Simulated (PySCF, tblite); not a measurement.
# C5H9N3OSi: geometry, infrared bands and NMR shifts

Aim: predict the infrared bands and NMR shifts of C5H9N3OSi (`CC(=O)c1nn(C)nc1[SiH3]`).

Programs: tblite 0.8.0 and PySCF 2.14.0, with density-fitted response routines of our own. Each step states its level of theory. These are calculated values for one molecule in the gas phase, unless marked as measured. Atoms are numbered from 0 throughout.

## 1. The starting structure

19 atoms, charge 0, multiplicity 1; geometry from: force field or distance geometry start.

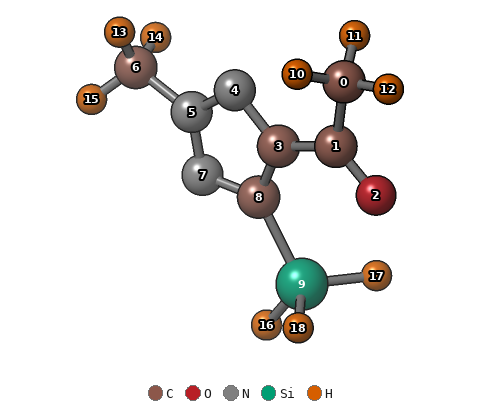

The starting geometry (carbon brown, oxygen red, nitrogen grey, silicon teal, hydrogen orange), atoms numbered.

## 2. Optimising the geometry with GFN2-xTB

What the job is given:

```
{"job": {"kind": "relax", "xc": "GFN2-xTB", "basis": "xTB"}, "charge": 0, "multiplicity": 1}
C     -2.261700    -1.105200     1.612100
C     -1.717200    -0.747000     0.244900
O     -2.368100    -0.966700    -0.757000
C     -0.371900    -0.151900     0.188700
N      0.347800     0.066300     1.323400
N      1.473900     0.608900     0.824900
C      2.564200     0.991500     1.695200
N      1.587600     0.751800    -0.499500
C      0.404300     0.260100    -0.915700
Si    -0.123200     0.171700    -2.712100
H     -2.352100    -0.204700     2.227800
H     -1.634500    -1.846000     2.102600
H     -3.275300    -1.530000     1.507400
H      2.164400     1.237600     2.680700
H      3.247700     0.151200     1.773500
H      3.067800     1.860500     1.288300
H      0.942300     0.708000    -3.613200
H     -0.367600    -1.238600    -3.135500
H     -1.338200     0.991700    -2.961300
```

On the command line:

```bash
$ OMP_NUM_THREADS=1 python probes_run.py task.json out
```

The driver reads the jobs from task.json and runs them one after another.

The log of the run:

```text
step      E/eV     max force
  0    -811.79039    3.129
  1    -811.99488    0.794
  2    -812.02492    0.505
  3    -812.04181    0.396
  4    -812.05375    0.294
  5    -812.06379    0.294
  6    -812.07120    0.172
  7    -812.07533    0.173
  8    -812.07894    0.192
  9    -812.08217    0.206
 10    -812.08629    0.179
 11    -812.09045    0.148
 12    -812.09340    0.145
 13    -812.09484    0.116
 14    -812.09569    0.091
 15    -812.09644    0.077
 16    -812.09716    0.062
 17    -812.09783    0.065
 18    -812.09842    0.061
 19    -812.09898    0.076
 20    -812.09956    0.067
 21    -812.10016    0.090
 22    -812.10077    0.082
 23    -812.10142    0.062
 24    -812.10221    0.091
 25    -812.10326    0.095
 26    -812.10449    0.109
 27    -812.10562    0.093
 28    -812.10649    0.074
 29    -812.10728    0.080
 30    -812.10818    0.074
 31    -812.10918    0.081
 32    -812.11014    0.074
 33    -812.11100    0.060
 34    -812.11177    0.057
 35    -812.11238    0.052
 36    -812.11274    0.039
 37    -812.11291    0.027
 38    -812.11301    0.021
 39    -812.11308    0.020
 40    -812.11313    0.016
 41    -812.11317    0.013
 42    -812.11320    0.016
 43    -812.11323    0.014
 44    -812.11326    0.010
```

Run time: 0.38 s. Hardware: 1 thread of Arm Neoverse V1, shared host.

Relaxation path: (not every step is listed)

```tsv
step	energy from step 0 (eV)	largest force (eV/Å)
0	0.0000	3.1285
1	-0.2045	0.7942
2	-0.2345	0.5050
3	-0.2514	0.3964
4	-0.2634	0.2941
5	-0.2734	0.2941
6	-0.2808	0.1719
7	-0.2849	0.1735
8	-0.2885	0.1923
11	-0.3001	0.1484
14	-0.3053	0.0914
17	-0.3074	0.0651
20	-0.3092	0.0669
23	-0.3110	0.0620
26	-0.3141	0.1088
29	-0.3169	0.0795
32	-0.3197	0.0743
35	-0.3220	0.0522
38	-0.3226	0.0212
39	-0.3227	0.0203
40	-0.3227	0.0162
41	-0.3228	0.0128
42	-0.3228	0.0160
43	-0.3228	0.0141
44	-0.3229	0.0097
```

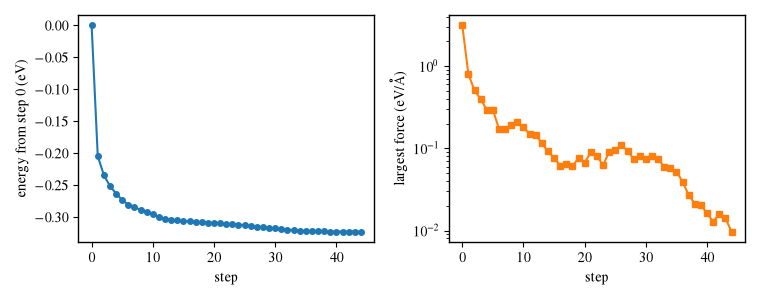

Energy and largest force along the relaxation.

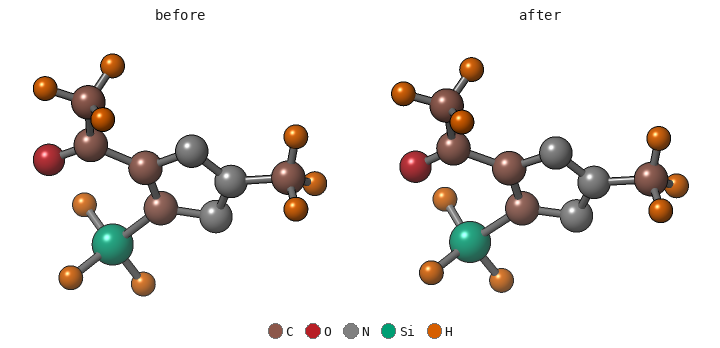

The geometry before (left) and after (right).

Distances of close pairs at the start and the end, largest changes first:

```tsv
bond	before (Å)	after (Å)	change (Å)
N4–N5	1.346	1.305	-0.041
Si9–H17	1.493	1.459	-0.033
Si9–H18	1.487	1.459	-0.028
Si9–H16	1.495	1.468	-0.027
C3–N4	1.361	1.335	-0.026
N7–C8	1.347	1.325	-0.023
C1–C3	1.472	1.451	-0.021
N5–N7	1.337	1.318	-0.019
```

The end geometry stands in the next job.

## 3. Infrared spectrum with GFN2-xTB

What the job is given:

```
{"job": {"kind": "ir", "xc": "GFN2-xTB", "basis": "xTB"}, "charge": 0, "multiplicity": 1}
C     -2.296566    -1.102794     1.493398
C     -1.662141    -0.723928     0.187008
O     -2.197630    -0.869138    -0.895824
C     -0.329866    -0.151514     0.249839
N      0.412598     0.091322     1.332404
N      1.510019     0.611343     0.855246
C      2.598615     1.005453     1.696289
N      1.552557     0.730885    -0.456738
C      0.395230     0.255785    -0.892208
Si    -0.242249     0.116215    -2.650771
H     -2.362212    -0.220847     2.126932
H     -1.661396    -1.824871     2.001870
H     -3.285301    -1.521347     1.328239
H      2.204750     1.248396     2.681116
H      3.322733     0.192811     1.786668
H      3.089489     1.870154     1.253870
H      0.826890     0.649646    -3.503872
H     -0.451055    -1.297559    -2.946305
H     -1.434268     0.949239    -2.771938
```

The log of the run:

```text
mode    cm-1     km/mol
  1     -18.9      0.04
  2      47.9      3.44
  3      85.9      0.84
  4     100.2     18.07
  5     126.9      1.32
  6     156.8      0.46
  7     177.1      1.88
  8     253.0      0.01
  9     283.1      5.00
 10     318.1      1.97
 11     373.3     10.20
 12     431.0     16.41
 13     518.6      1.64
 14     521.7     23.90
 15     569.5     25.37
 16     575.7     70.19
 17     646.4     61.25
 18     647.8      2.23
 19     707.4      9.98
 20     742.5    161.79
 21     777.1     49.41
 22     803.0    377.67
 23     813.0    146.40
 24     982.8     36.27
 25     990.9     19.29
 26    1032.5      7.65
 27    1053.8     32.67
 28    1075.3     51.14
 29    1093.8      3.41
 30    1224.4     90.47
 31    1300.8     12.30
 32    1339.9     17.00
 33    1364.9     46.08
 34    1371.7     40.91
 35    1382.4      6.85
 36    1436.7     15.43
 37    1442.7      8.70
 38    1443.4     18.81
 39    1455.6     16.44
 40    1480.7     35.00
 41    1493.2    156.91
 42    1701.7    278.19
 43    2229.5    354.83
 44    2290.5    112.18
 45    2302.6    369.91
 46    2981.0     13.04
 47    3027.6      5.67
 48    3033.7      4.25
 49    3036.9      1.54
 50    3043.9      3.24
 51    3058.9     14.22
```

Run time: 0.83 s. Hardware: 1 thread of Arm Neoverse V1, shared host.

The strongest bands and the atoms that carry them (share of the mass-weighted mode):

```tsv
cm⁻¹	km/mol	atoms
742	161.8	H17 47 %, H18 46 %
803	377.7	H16 28 %, H17 22 %, H18 21 %
813	146.4	H16 52 %, H18 23 %, H17 22 %
1493	156.9	C3 55 %, N4 16 %, C8 11 %
1702	278.2	C1 62 %, O2 36 %
2230	354.8	H16 96 %
2290	112.2	H17 50 %, H18 47 %
2303	369.9	H18 49 %, H17 46 %
```

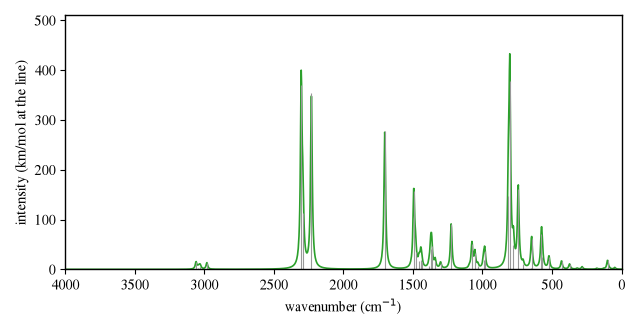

The infrared spectrum from these modes, unscaled. Lines are broadened to a width of 14 cm⁻¹ (Lorentzian).

## 4. Nuclear shieldings: PBE0/pcSseg-1

Same as in step 3 but for these lines:

```diff
@@ -1,2 +1,2 @@
-{"job": {"kind": "ir", "xc": "GFN2-xTB", "basis": "xTB"}, "charge": 0, "multiplicity": 1}
+{"job": {"kind": "nmr", "xc": "PBE0", "basis": "pcSseg-1"}, "charge": 0, "multiplicity": 1}
 C     -2.296566    -1.102794     1.493398
```

Level: GIAO PBE0/pcSseg-1 NMR shielding, non-relativistic, gas phase.

The log of the run:

```text
coarse grid: 16912 points
cycle   1  E = -723.9798893751  dE =  1.862e+00  |g| = 9.094e-01  |ddm| = 4.148e+00
cycle   2  E = -723.3775478260  dE =  6.023e-01  |g| = 1.933e+00  |ddm| = 3.114e+00
cycle   3  E = -724.1433493883  dE = -7.658e-01  |g| = 1.995e-01  |ddm| = 2.477e+00
cycle   4  E = -724.1490155108  dE = -5.666e-03  |g| = 1.272e-01  |ddm| = 2.717e-01
cycle   5  E = -724.1518399976  dE = -2.824e-03  |g| = 4.262e-02  |ddm| = 1.153e-01
cycle   6  E = -724.1522126616  dE = -3.727e-04  |g| = 1.142e-02  |ddm| = 4.016e-02
cycle   7  E = -724.1522371865  dE = -2.452e-05  |g| = 4.148e-03  |ddm| = 1.128e-02
cycle   8  E = -724.1522409074  dE = -3.721e-06  |g| = 9.972e-04  |ddm| = 3.916e-03
final grid: 160504 points
cycle   9  E = -724.2164569597  dE = -2.200e-05  |g| = 1.279e-02  |ddm| = 3.449e-02
cycle  10  E = -724.2163688453  dE =  8.811e-05  |g| = 2.491e-02  |ddm| = 3.222e-02
cycle  11  E = -724.2164888145  dE = -1.200e-04  |g| = 2.553e-03  |ddm| = 2.385e-02
cycle  12  E = -724.2164901851  dE = -1.371e-06  |g| = 3.962e-04  |ddm| = 2.448e-03
cycle  13  E = -724.2164902088  dE = -2.374e-08  |g| = 2.404e-04  |ddm| = 5.734e-04
cycle  14  E = -724.2164902215  dE = -1.266e-08  |g| = 4.890e-05  |ddm| = 2.416e-04
cycle  15  E = -724.2164902219  dE = -4.693e-10  |g| = 1.625e-05  |ddm| = 5.485e-05
converged SCF energy = -724.2164902219

GIAO shielding tensors (ppm)
atom      isotropic    diamagn.    paramagn.     s11        s22        s33       span
  0 C      157.852     252.023     -94.172    139.578    143.770    190.207     50.629
  1 C      -12.407     248.385    -260.793   -103.367    -37.451    103.596    206.963
  2 O     -294.310     403.554    -697.863   -843.409   -370.071    330.551   1173.960
  3 C       28.332     260.063    -231.731    -40.097     23.256    101.836    141.933
  4 N     -101.826     331.810    -433.636   -348.902   -123.410    166.834    515.736
  5 N      -12.774     339.836    -352.610   -144.673     37.273     69.079    213.752
  6 C      145.180     243.649     -98.469    120.696    128.244    186.601     65.905
  7 N     -113.314     327.617    -440.931   -346.519   -141.800    148.377    494.897
  8 C       34.347     254.354    -220.006    -33.007     -4.410    140.458    173.465
  9 Si     433.932     880.700    -446.767    424.591    427.245    449.960     25.370
 10 H       28.770      29.867      -1.097     25.094     28.885     32.332      7.237
 11 H       28.768      29.887      -1.119     25.096     28.883     32.325      7.228
 12 H       29.454      27.793       1.661     25.620     27.978     34.763      9.143
 13 H       27.344      29.078      -1.734     22.548     27.035     32.448      9.900
 14 H       27.468      28.168      -0.699     24.458     24.754     33.193      8.736
 15 H       27.240      28.538      -1.298     22.726     26.709     32.285      9.559
 16 H       27.221      28.847      -1.626     23.008     26.276     32.379      9.371
 17 H       27.057      29.626      -2.569     23.647     25.901     31.622      7.976
 18 H       27.051      29.618      -2.566     23.622     25.909     31.624      8.002
```

Run time: 43 s. Hardware: 1 thread of Arm Neoverse V1, shared host; peak memory 1.1 GiB.

Shifts follow as δ = σ(reference) − σ, with reference shieldings (ppm) from runs at the same level and on the same kind of geometry: 1H TMS 31.72, 13C TMS 186.9, 29Si TMS 349.2, 15N NH3 267.7, 17O H2O 336.1. The references are single molecules in the gas phase, so shifts against H2O, NH3, PH3, H3PO4 or CFCl3 are not on the usual liquid scales and can be off by tens of ppm. Atoms listed in one row are averaged.

```tsv
atoms	environment	σ (ppm)	δ (ppm)	δ scaled to CDCl3
C1	ketone carbonyl carbon	-12.4	199.3	192.6
C3	substituted aromatic carbon next to a ring nitrogen	28.3	158.6	152.9
C8	substituted aromatic carbon next to a ring nitrogen	34.3	152.6	147.0
C6	methyl carbon bonded to N	145.2	41.7	38.8
C0	methyl carbon α to a carbonyl	157.9	29.1	26.5
H16, H17, H18	hydrogen on a silicon bonded to C	27.11	4.61	–
H13, H14, H15	hydrogen on a methyl carbon bonded to N	27.35	4.37	4.22
H10, H11, H12	hydrogen on a methyl carbon α to a carbonyl	29.00	2.72	2.67
O2	ketone oxygen	-294.3	630.4	–
N7	pyridine-type nitrogen of an azole	-113.3	381.0	–
N4	pyridine-type nitrogen of an azole	-101.8	369.6	–
N5	pyrrole-type ring nitrogen	-12.8	280.5	–
Si9	silicon bonded to C, 3 H	433.9	-84.8	–
```

The scaled column applies a straight-line fit of computed shieldings to shifts measured in CDCl3 (root-mean-square error 0.16 ppm for H, 1.9 ppm for C).

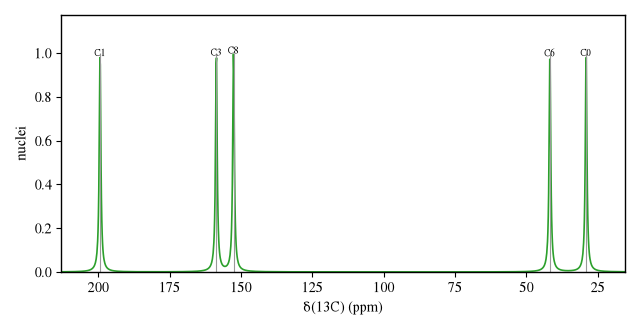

13C lines at the computed shifts, without couplings. Lines are broadened to a width of 0.68 ppm (Lorentzian).

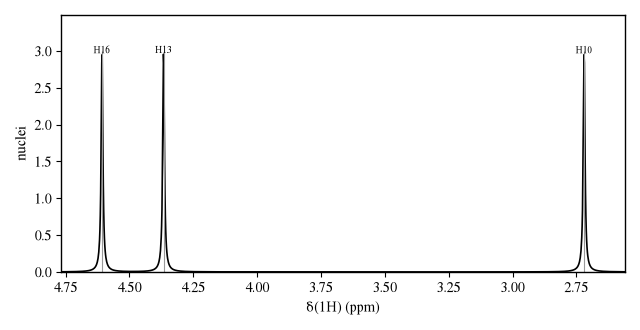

1H lines at the computed shifts, without couplings. Lines are broadened to a width of 0.01 ppm (Lorentzian).

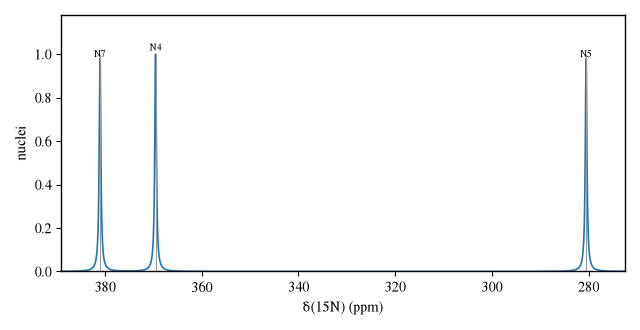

15N lines at the computed shifts, without couplings. Lines are broadened to a width of 0.40 ppm (Lorentzian).

The run also stored atomic charges by several schemes (e):

```tsv
atoms	Mulliken	IAO	Hirshfeld	ESP fit
C0	-0.22	-0.47	-0.12	-0.62
C1	0.24	0.38	0.16	0.63
O2	-0.39	-0.41	-0.20	-0.49
C3	0.02	-0.01	-0.01	0.08
N4	-0.24	-0.23	-0.12	-0.61
N5	-0.25	0.17	0.11	0.83
C6	0.00	-0.31	-0.05	-0.48
N7	-0.20	-0.22	-0.13	-0.59
C8	-0.13	-0.19	-0.07	0.09
Si9	0.58	0.63	0.29	0.41
```

Hirshfeld charges:

C0 -0.12; C1 0.16; O2 -0.20; C3 -0.01; N4 -0.12; N5 0.11; C6 -0.05; N7 -0.13; C8 -0.07; Si9 0.29; H10 0.06; H11 0.06; H12 0.05; H13 0.06; H14 0.06; H15 0.07; H16 -0.09; H17 -0.07; H18 -0.07

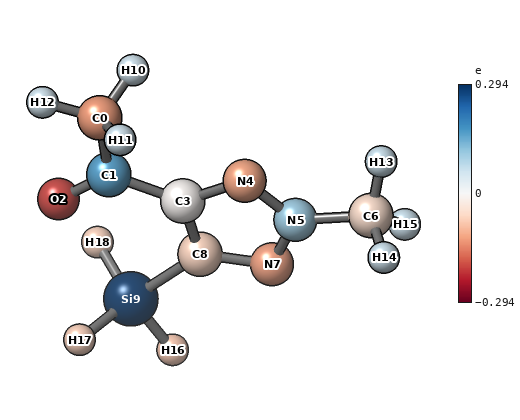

Hirshfeld charges, as colours on the atoms.

Mayer bond orders: C0–C1 1.03, C1–O2 1.90, C1–C3 0.95, C3–N4 1.41, N4–N5 1.27, N5–C6 0.89, N5–N7 1.22, N7–C8 1.48, C8–Si9 0.87, C8–C3 1.25.

Ring of atoms C3, N4, N5, N7, C8: NICS(0) -12.2, NICS(1) -13.3, NICS(1)zz -31.6 ppm (means of both faces).

## 5. Results

```
                                                              quantity                                value
                             strongest single infrared mode (GFN2-xTB)                 803 cm⁻¹, 378 km/mol
                                          zero-point energy (GFN2-xTB)                        84.8 kcal/mol
                                13C shifts against TMS (PBE0/pcSseg-1)  199.3, 158.6, 152.6, 41.7, 29.1 ppm
1H shifts against TMS (PBE0/pcSseg-1, means over atoms taken as alike)                 4.61, 4.37, 2.72 ppm
                                17O shifts against H2O (PBE0/pcSseg-1)                            630.4 ppm
                                15N shifts against NH3 (PBE0/pcSseg-1)              381.0, 369.6, 280.5 ppm
                               29Si shifts against TMS (PBE0/pcSseg-1)                            -84.8 ppm
```

**Reading.** The optimisation took 44 steps and gained 0.323 eV; among the close pairs (by a distance rule), N4–N5 changed most, from 1.346 to 1.305 Å. The lowest mode is slightly imaginary (19i cm⁻¹), a soft motion within the noise of the Hessian, so the minimum is not strictly shown. The strongest single mode, at 803 cm⁻¹, has its largest shares on H16, H17 and H18 (the list is cut at 3 atoms). GFN2-xTB is a fitted tight-binding method: band positions and strengths are rough. Its intensities can rank the bands wrongly. The most deshielded carbon is C1 (ketone carbonyl carbon), at 199.3 ppm: low-lying n→π* states of the double bond to the heteroatom give a large paramagnetic term (-261 ppm). At PBE0/pcSseg-1: The widest tensor belongs to O2: span 1174 ppm, with a paramagnetic part of -698 ppm. NICS(1)zz of -32 ppm above the planar ring from C3 marks a diatropic (aromatic) ring current.
